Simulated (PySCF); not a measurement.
**H2O4: field gradients at the nuclei**

How much do the quadrupole couplings of H2O4 depend on the level of theory? Each job file holds the settings and the coordinates that a driver script hands to the program.

Program: PySCF 2.14.0, density-fitted response routines. Level of theory: the levels named in each step. These are calculated values, not measurements.

**1. The starting structure**

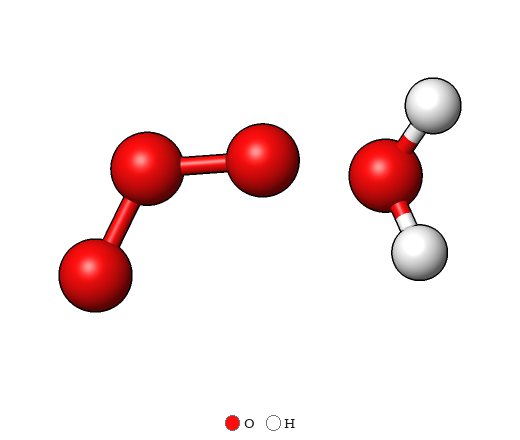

The starting structure, seen from a chosen angle (oxygen red, hydrogen white).

Coordinates:

```xyz
6

O     0.0779    0.4543    1.9976
O     0.2634    0.7185   -0.2149
O     0.3514   -0.3595   -0.8284
O    -0.6874   -0.9403   -1.2070
H     0.7126    1.1707    2.0767
H    -0.7975    0.8450    1.9336
```

**2. Geometry, PBE0-D3(BJ)/def2-TZVP**

job.txt

```
{"job": {"xc": "PBE0", "basis": "def2-TZVP", "d3": "d3bj", "grid": 2, "kind": "geom"}, "charge": 0, "multiplicity": 1}
O      0.077880     0.454340     1.997650
O      0.263430     0.718460    -0.214920
O      0.351420    -0.359480    -0.828370
O     -0.687390    -0.940310    -1.207000
H      0.712560     1.170730     2.076660
H     -0.797540     0.845050     1.933620
```

Log:

```text
step   0  E = -301.65230769  max force = 0.022063
step   1  E = -301.65835946  max force = 0.011704
step   2  E = -301.65949171  max force = 0.011221
step   3  E = -301.66029610  max force = 0.004129
step   4  E = -301.66066272  max force = 0.002828
step   5  E = -301.66084484  max force = 0.002145
step   6  E = -301.66099560  max force = 0.001658
step   7  E = -301.66109838  max force = 0.001585
step   8  E = -301.66122029  max force = 0.001862
step   9  E = -301.66138538  max force = 0.002033
step  10  E = -301.66152431  max force = 0.002046
step  11  E = -301.66157876  max force = 0.001271
step  12  E = -301.66170148  max force = 0.002374
step  13  E = -301.66180626  max force = 0.003905
step  14  E = -301.66186155  max force = 0.002716
step  15  E = -301.66189433  max force = 0.000706
step  16  E = -301.66191353  max force = 0.000896
step  17  E = -301.66193354  max force = 0.001766
step  18  E = -301.66195030  max force = 0.001554
step  19  E = -301.66196636  max force = 0.001171
step  20  E = -301.66198235  max force = 0.000716
step  21  E = -301.66200343  max force = 0.001711
step  22  E = -301.66202249  max force = 0.002165
step  23  E = -301.66203178  max force = 0.001312
step  24  E = -301.66203462  max force = 0.000367
optimisation converged
```

Wall time 75 s (4 threads of Intel Xeon Platinum 8375C at 2.90GHz (Ice Lake), shared host); peak memory 0.54 GiB.

It ended at:

```xyz
6

O     0.0941    0.3793    2.1510
O     0.6891    0.8732   -0.7099
O     0.3342   -0.2986   -0.8911
O    -0.7883   -0.6369   -0.4926
H     0.3831    1.2638    1.9142
H    -0.7919    0.3080    1.7861
```

**3. Field gradients, PBE0/pcJ-2**

job.txt

```
{"job": {"kind": "efgt", "xc": "PBE0", "basis": "pcJ-2"}, "charge": 0, "multiplicity": 1}
O      0.094100     0.379319     2.151004
O      0.689127     0.873208    -0.709870
O      0.334189    -0.298619    -0.891127
O     -0.788312    -0.636921    -0.492643
H      0.383129     1.263796     1.914187
H     -0.791874     0.308007     1.786089
```

Log:

```text
coarse grid: 5584 points
cycle   1  E = -301.4919856059  dE =  7.102e-01  |g| = 1.087e+00  |ddm| = 1.711e+00
cycle   2  E = -299.5659609955  dE =  1.926e+00  |g| = 2.800e+00  |ddm| = 1.661e+00
cycle   3  E = -301.6064362442  dE = -2.040e+00  |g| = 6.537e-01  |ddm| = 1.492e+00
cycle   4  E = -301.6783788598  dE = -7.194e-02  |g| = 2.187e-01  |ddm| = 3.408e-01
cycle   5  E = -301.6848236896  dE = -6.445e-03  |g| = 1.106e-01  |ddm| = 1.261e-01
cycle   6  E = -301.6855232018  dE = -6.995e-04  |g| = 8.657e-02  |ddm| = 7.266e-02
cycle   7  E = -301.6866657989  dE = -1.143e-03  |g| = 3.845e-02  |ddm| = 5.083e-02
cycle   8  E = -301.6869391342  dE = -2.733e-04  |g| = 3.423e-03  |ddm| = 1.655e-02
cycle   9  E = -301.6869414537  dE = -2.319e-06  |g| = 5.350e-04  |ddm| = 2.199e-03
final grid: 75944 points
cycle  10  E = -301.6707422936  dE = -1.034e-04  |g| = 5.263e-03  |ddm| = 2.395e-02
cycle  11  E = -301.6707433128  dE = -1.019e-06  |g| = 4.061e-03  |ddm| = 4.609e-03
cycle  12  E = -301.6707456759  dE = -2.363e-06  |g| = 1.281e-03  |ddm| = 2.319e-03
cycle  13  E = -301.6707457779  dE = -1.019e-07  |g| = 9.874e-04  |ddm| = 8.319e-04
cycle  14  E = -301.6707459020  dE = -1.242e-07  |g| = 5.573e-04  |ddm| = 5.800e-04
cycle  15  E = -301.6707459573  dE = -5.528e-08  |g| = 5.187e-05  |ddm| = 2.301e-04
cycle  16  E = -301.6707459579  dE = -5.716e-10  |g| = 2.639e-05  |ddm| = 3.784e-05
converged SCF energy = -301.6707459579

Field-gradient tensors (au): xx yy zz xy xz yz
  0 O     0.69687    0.47198   -1.16885    0.90238    0.66564   -0.46695
  1 O    -1.99057    1.97194    0.01863    1.29741    1.55189   -0.19982
  2 O     0.06592   -0.05544   -0.01048    1.27616    0.51454   -0.69027
  3 O     1.91796   -2.34950    0.43153    1.16689   -0.21481   -1.37540
  4 H    -0.14245    0.35031   -0.20786    0.20253   -0.03208   -0.16006
  5 H     0.35397   -0.20140   -0.15257    0.06428    0.24218    0.00614
```

Run time: 5.6 s. Hardware: 4 threads of Intel Xeon Platinum 8375C at 2.90GHz (Ice Lake), shared host; peak memory 0.81 GiB.

**4. Field gradients, PBE/def2-TZVPP**

job.txt: that of step 3 with these lines changed.

```diff
@@ -1,2 +1,2 @@
-{"job": {"kind": "efgt", "xc": "PBE0", "basis": "pcJ-2"}, "charge": 0, "multiplicity": 1}
+{"job": {"kind": "efgt", "xc": "PBE", "basis": "def2-TZVPP"}, "charge": 0, "multiplicity": 1}
 O      0.094100     0.379319     2.151004
```

Log:

```text
coarse grid: 5584 points
cycle   1  E = -301.4784579317  dE =  7.891e-01  |g| = 1.156e+00  |ddm| = 2.044e+00
cycle   2  E = -298.6948645772  dE =  2.784e+00  |g| = 3.198e+00  |ddm| = 2.267e+00
cycle   3  E = -301.5555144193  dE = -2.861e+00  |g| = 8.448e-01  |ddm| = 2.088e+00
cycle   4  E = -301.6861002333  dE = -1.306e-01  |g| = 3.198e-01  |ddm| = 6.624e-01
cycle   5  E = -301.6891490645  dE = -3.049e-03  |g| = 2.898e-01  |ddm| = 2.686e-01
cycle   6  E = -301.6705450190  dE =  1.860e-02  |g| = 4.109e-01  |ddm| = 3.252e-01
cycle   7  E = -301.7037075129  dE = -3.316e-02  |g| = 5.780e-02  |ddm| = 2.295e-01
cycle   8  E = -301.7044874474  dE = -7.799e-04  |g| = 6.369e-03  |ddm| = 5.466e-02
cycle   9  E = -301.7044934742  dE = -6.027e-06  |g| = 2.106e-03  |ddm| = 3.863e-03
final grid: 75944 points
cycle  10  E = -301.7071374709  dE = -3.733e-05  |g| = 1.236e-02  |ddm| = 3.135e-02
cycle  11  E = -301.7069081558  dE =  2.293e-04  |g| = 3.541e-02  |ddm| = 3.306e-02
cycle  12  E = -301.7070622389  dE = -1.541e-04  |g| = 2.288e-02  |ddm| = 2.998e-02
cycle  13  E = -301.7071603986  dE = -9.816e-05  |g| = 6.063e-03  |ddm| = 1.458e-02
cycle  14  E = -301.7071670173  dE = -6.619e-06  |g| = 9.605e-04  |ddm| = 3.211e-03
cycle  15  E = -301.7071671482  dE = -1.309e-07  |g| = 4.644e-04  |ddm| = 6.945e-04
cycle  16  E = -301.7071671845  dE = -3.627e-08  |g| = 3.458e-05  |ddm| = 2.202e-04
cycle  17  E = -301.7071671848  dE = -2.805e-10  |g| = 3.917e-06  |ddm| = 4.084e-05
converged SCF energy = -301.7071671848

Field-gradient tensors (au): xx yy zz xy xz yz
  0 O     0.65264    0.43632   -1.08896    0.88635    0.62769   -0.43657
  1 O    -1.88668    1.86215    0.02453    1.24695    1.44578   -0.17529
  2 O     0.12968    0.04592   -0.17560    1.24231    0.35541   -0.56499
  3 O     1.80470   -2.21720    0.41250    1.12123   -0.22093   -1.27988
  4 H    -0.14932    0.36374   -0.21442    0.20986   -0.03467   -0.16460
  5 H     0.36781   -0.21030   -0.15751    0.06592    0.24958    0.00716
```

Wall time 3.7 s (4 threads of Intel Xeon Platinum 8375C at 2.90GHz (Ice Lake), shared host); peak memory 0.81 GiB.

**5. Field gradients, B3LYP/def2-TZVPP**

job.txt: that of step 4 with these lines changed.

```diff
@@ -1,2 +1,2 @@
-{"job": {"kind": "efgt", "xc": "PBE", "basis": "def2-TZVPP"}, "charge": 0, "multiplicity": 1}
+{"job": {"kind": "efgt", "xc": "B3LYP", "basis": "def2-TZVPP"}, "charge": 0, "multiplicity": 1}
 O      0.094100     0.379319     2.151004
```

Log:

```text
coarse grid: 5584 points
cycle   1  E = -301.7680466590  dE =  7.400e-01  |g| = 1.124e+00  |ddm| = 2.039e+00
cycle   2  E = -299.5374846182  dE =  2.231e+00  |g| = 2.916e+00  |ddm| = 2.072e+00
cycle   3  E = -301.8800918842  dE = -2.343e+00  |g| = 7.161e-01  |ddm| = 1.883e+00
cycle   4  E = -301.9674493618  dE = -8.736e-02  |g| = 2.509e-01  |ddm| = 4.361e-01
cycle   5  E = -301.9751441967  dE = -7.695e-03  |g| = 1.519e-01  |ddm| = 1.768e-01
cycle   6  E = -301.9764536411  dE = -1.309e-03  |g| = 1.204e-01  |ddm| = 1.179e-01
cycle   7  E = -301.9788285845  dE = -2.375e-03  |g| = 4.625e-02  |ddm| = 8.103e-02
cycle   8  E = -301.9792282166  dE = -3.996e-04  |g| = 3.846e-03  |ddm| = 2.356e-02
cycle   9  E = -301.9792313986  dE = -3.182e-06  |g| = 6.793e-04  |ddm| = 3.200e-03
final grid: 75944 points
cycle  10  E = -301.9819969941  dE = -2.963e-05  |g| = 3.305e-03  |ddm| = 2.125e-02
cycle  11  E = -301.9819943122  dE =  2.682e-06  |g| = 5.123e-03  |ddm| = 4.061e-03
cycle  12  E = -301.9819982731  dE = -3.961e-06  |g| = 1.663e-03  |ddm| = 2.860e-03
cycle  13  E = -301.9819985976  dE = -3.245e-07  |g| = 1.034e-03  |ddm| = 1.320e-03
cycle  14  E = -301.9819987995  dE = -2.019e-07  |g| = 1.257e-04  |ddm| = 5.515e-04
cycle  15  E = -301.9819988023  dE = -2.778e-09  |g| = 5.282e-05  |ddm| = 9.400e-05
cycle  16  E = -301.9819988027  dE = -4.542e-10  |g| = 2.732e-05  |ddm| = 3.687e-05
converged SCF energy = -301.9819988027

Field-gradient tensors (au): xx yy zz xy xz yz
  0 O     0.70485    0.47899   -1.18384    0.91713    0.67265   -0.47256
  1 O    -2.02721    2.00150    0.02571    1.31523    1.57180   -0.19628
  2 O     0.07224   -0.04591   -0.02633    1.28252    0.50100   -0.68127
  3 O     1.94493   -2.38973    0.44481    1.18166   -0.22466   -1.38986
  4 H    -0.14666    0.35917   -0.21251    0.20744   -0.03368   -0.16379
  5 H     0.36274   -0.20696   -0.15578    0.06556    0.24806    0.00669
```

It took 3 s on 4 threads of Intel Xeon Platinum 8375C at 2.90GHz (Ice Lake), shared host; peak memory 0.81 GiB.

**6. Field gradients, CAM-B3LYP/def2-TZVPP**

job.txt: that of step 5 with these lines changed.

```diff
@@ -1,2 +1,2 @@
-{"job": {"kind": "efgt", "xc": "B3LYP", "basis": "def2-TZVPP"}, "charge": 0, "multiplicity": 1}
+{"job": {"kind": "efgt", "xc": "CAM-B3LYP", "basis": "def2-TZVPP"}, "charge": 0, "multiplicity": 1}
 O      0.094100     0.379319     2.151004
```

Log:

```text
coarse grid: 5584 points
cycle   1  E = -301.6629834758  dE =  6.577e-01  |g| = 1.135e+00  |ddm| = 2.024e+00
cycle   2  E = -301.2804024006  dE =  3.826e-01  |g| = 1.949e+00  |ddm| = 1.272e+00
cycle   3  E = -301.8773983190  dE = -5.970e-01  |g| = 8.945e-02  |ddm| = 8.227e-01
cycle   4  E = -301.8786712737  dE = -1.273e-03  |g| = 3.237e-02  |ddm| = 6.871e-02
cycle   5  E = -301.8788050152  dE = -1.337e-04  |g| = 2.176e-02  |ddm| = 2.759e-02
cycle   6  E = -301.8788743919  dE = -6.938e-05  |g| = 1.097e-02  |ddm| = 1.424e-02
cycle   7  E = -301.8788979520  dE = -2.356e-05  |g| = 4.201e-03  |ddm| = 7.415e-03
cycle   8  E = -301.8789027999  dE = -4.848e-06  |g| = 1.008e-03  |ddm| = 3.421e-03
final grid: 75944 points
cycle   9  E = -301.8817966416  dE = -2.289e-05  |g| = 2.824e-03  |ddm| = 1.593e-02
cycle  10  E = -301.8817951522  dE =  1.489e-06  |g| = 4.374e-03  |ddm| = 3.107e-03
cycle  11  E = -301.8817979764  dE = -2.824e-06  |g| = 1.037e-03  |ddm| = 1.987e-03
cycle  12  E = -301.8817981274  dE = -1.510e-07  |g| = 5.425e-04  |ddm| = 7.096e-04
cycle  13  E = -301.8817981872  dE = -5.987e-08  |g| = 2.283e-04  |ddm| = 3.900e-04
cycle  14  E = -301.8817981992  dE = -1.197e-08  |g| = 5.470e-05  |ddm| = 1.454e-04
cycle  15  E = -301.8817982026  dE = -3.430e-09  |g| = 2.270e-05  |ddm| = 1.313e-04
cycle  16  E = -301.8817982035  dE = -8.881e-10  |g| = 9.147e-06  |ddm| = 8.109e-05
converged SCF energy = -301.8817982035

Field-gradient tensors (au): xx yy zz xy xz yz
  0 O     0.71459    0.48568   -1.20028    0.91621    0.67314   -0.47238
  1 O    -2.04247    2.03999    0.00248    1.32021    1.58388   -0.19135
  2 O     0.03814   -0.09872    0.06058    1.27415    0.57753   -0.73629
  3 O     1.98088   -2.40896    0.42808    1.18518   -0.23831   -1.40339
  4 H    -0.14718    0.36039   -0.21321    0.20807   -0.03401   -0.16460
  5 H     0.36384   -0.20773   -0.15611    0.06574    0.24934    0.00693
```

Run time: 3.5 s. Hardware: 4 threads of Intel Xeon Platinum 8375C at 2.90GHz (Ice Lake), shared host; peak memory 0.81 GiB.

**7. Field gradients, HF/def2-TZVPP**

job.txt: that of step 6 with these lines changed.

```diff
@@ -1,2 +1,2 @@
-{"job": {"kind": "efgt", "xc": "CAM-B3LYP", "basis": "def2-TZVPP"}, "charge": 0, "multiplicity": 1}
+{"job": {"kind": "efgt", "xc": "HF", "basis": "def2-TZVPP"}, "charge": 0, "multiplicity": 1}
 O      0.094100     0.379319     2.151004
```

Log:

```text
final grid: 75944 points
cycle   1  E = -300.2365013727  dE =  5.506e-01  |g| = 1.021e+00  |ddm| = 2.006e+00
cycle   2  E = -300.3062624081  dE = -6.976e-02  |g| = 8.954e-01  |ddm| = 7.804e-01
cycle   3  E = -300.4231932190  dE = -1.169e-01  |g| = 9.095e-02  |ddm| = 3.407e-01
cycle   4  E = -300.4251669136  dE = -1.974e-03  |g| = 3.735e-02  |ddm| = 7.095e-02
cycle   5  E = -300.4256240676  dE = -4.572e-04  |g| = 1.335e-02  |ddm| = 3.799e-02
cycle   6  E = -300.4257075207  dE = -8.345e-05  |g| = 5.249e-03  |ddm| = 1.715e-02
cycle   7  E = -300.4257268359  dE = -1.932e-05  |g| = 2.204e-03  |ddm| = 8.461e-03
cycle   8  E = -300.4257312441  dE = -4.408e-06  |g| = 8.774e-04  |ddm| = 4.006e-03
cycle   9  E = -300.4257318198  dE = -5.758e-07  |g| = 4.228e-04  |ddm| = 1.521e-03
cycle  10  E = -300.4257318639  dE = -4.410e-08  |g| = 2.016e-04  |ddm| = 3.302e-04
cycle  11  E = -300.4257318764  dE = -1.244e-08  |g| = 4.038e-05  |ddm| = 2.088e-04
cycle  12  E = -300.4257318773  dE = -8.993e-10  |g| = 3.174e-05  |ddm| = 4.451e-05
cycle  13  E = -300.4257318781  dE = -8.495e-10  |g| = 2.005e-05  |ddm| = 4.977e-05
converged SCF energy = -300.4257318781

Field-gradient tensors (au): xx yy zz xy xz yz
  0 O     0.77472    0.52900   -1.30372    0.96668    0.71838   -0.50652
  1 O    -2.28237    2.32876   -0.04639    1.44714    1.76727   -0.19327
  2 O    -0.17336   -0.42204    0.59541    1.29161    1.05630   -1.08940
  3 O     2.26285   -2.69100    0.42814    1.30080   -0.30135   -1.56407
  4 H    -0.14615    0.35860   -0.21244    0.20612   -0.03264   -0.16557
  5 H     0.36072   -0.20581   -0.15491    0.06466    0.24967    0.00567
```

Wall time 0.7 s (4 threads of Intel Xeon Platinum 8375C at 2.90GHz (Ice Lake), shared host); peak memory 0.81 GiB.

**8. Comparison**

Largest principal value Vzz, in atomic units:

```tsv
atom	PBE0/pcJ-2	PBE/def2-TZVPP	B3LYP/def2-TZVPP	CAM-B3LYP/def2-TZVPP	HF/def2-TZVPP
O1	-1.6515	-1.5567	-1.6723	-1.6823	-1.8080
O2	-3.1362	-2.9568	-3.1825	-3.2065	-3.5727
O3	-1.7045	-1.4832	-1.6936	-1.7788	-2.3709
O4	-3.1165	-2.9342	-3.1610	-3.1857	-3.5478
H5	0.4619	0.4788	0.4734	0.4751	0.4728
H6	0.4570	0.4734	0.4682	0.4701	0.4675
CPU time	21 s	19 s	14 s	16 s	3.6 s
```

Couplings eQVzz/h in MHz (234.9647 × Q in barn × Vzz), with Q = -0.02558 (17O), 0.00285783 (2H):

```tsv
nucleus	PBE0/pcJ-2	PBE/def2-TZVPP	B3LYP/def2-TZVPP	CAM-B3LYP/def2-TZVPP	HF/def2-TZVPP
17O (atom 1)	9.926	9.356	10.051	10.111	10.867
17O (atom 2)	18.850	17.771	19.128	19.272	21.474
17O (atom 3)	10.244	8.915	10.179	10.691	14.250
17O (atom 4)	18.731	17.636	18.999	19.148	21.324
2H (atom 5)	0.310	0.321	0.318	0.319	0.317
2H (atom 6)	0.307	0.318	0.314	0.316	0.314
```

**9. Results**

```
                            quantity       value
coupling of 17O (atom 1), PBE0/pcJ-2   9.926 MHz
coupling of 17O (atom 2), PBE0/pcJ-2  18.850 MHz
coupling of 17O (atom 3), PBE0/pcJ-2  10.244 MHz
coupling of 17O (atom 4), PBE0/pcJ-2  18.731 MHz
 coupling of 2H (atom 5), PBE0/pcJ-2   0.310 MHz
```

What this shows: The largest coupling, that of 17O, runs from 17.771 (PBE/def2-TZVPP) to 21.474 MHz (HF/def2-TZVPP). The gradients are non-relativistic, at the equilibrium geometry and in principal axes; measured couplings hold vibrational averaging and refer to the inertial axes. The def2 sets are stiff near the nuclei, which limits their accuracy.
